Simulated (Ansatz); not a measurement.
```
Be Zn Se
1.0
     6.43503    0.00000    0.00000
    -3.21752    5.57290    0.00000
     0.00000    0.00000    6.11843
Be Zn Se
5 1 6
Direct
  0.66003 0.00000 0.00543
  0.33997 0.33997 0.00543
  0.00000 0.66003 0.00543
  0.66667 0.33333 0.50460
  0.33333 0.66667 0.50460
  0.00000 0.00000 0.50764
  0.64182 0.00000 0.37294
  0.35818 0.35818 0.37294
  0.00000 0.64182 0.37294
  0.00000 0.00000 0.90810
  0.66667 0.33333 0.87497
  0.33333 0.66667 0.87497
```

Space group P31m; a structure generated by program, which may or may not match a known phase.

Method: DFT r2SCAN, scalar-relativistic, plane waves, PAW in Ansatz 0.2.0.

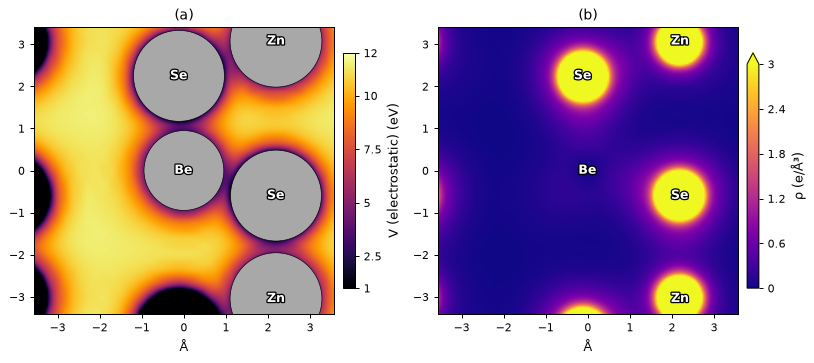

Be5ZnSe6. (a) electrostatic potential (local pseudopotential plus Hartree) felt by an electron; (b) valence electron density on the (010) plane of the conventional cell. Grey discs cover the atomic cores in the potential map.

The density is the valence pseudo-density of a PAW calculation; it isn't the true density close to the nuclei.

**What does the map show?**

Atoms in the plane: Be, Zn and Se.
Zn–Se (2.45 Å): ρ is about 0.49 e/Å³ halfway, with its minimum of 0.42 e/Å³ about 1.1 Å from Zn.
Be–Se (2.25 Å): ρ is about 0.57 e/Å³ halfway.
Between the atoms the lowest density in this plane is 0.01 e/Å³.
Outside the cores the potential energy rises away from the atoms and is highest about 2.3 Å from the nearest atoms; its zero is arbitrary.
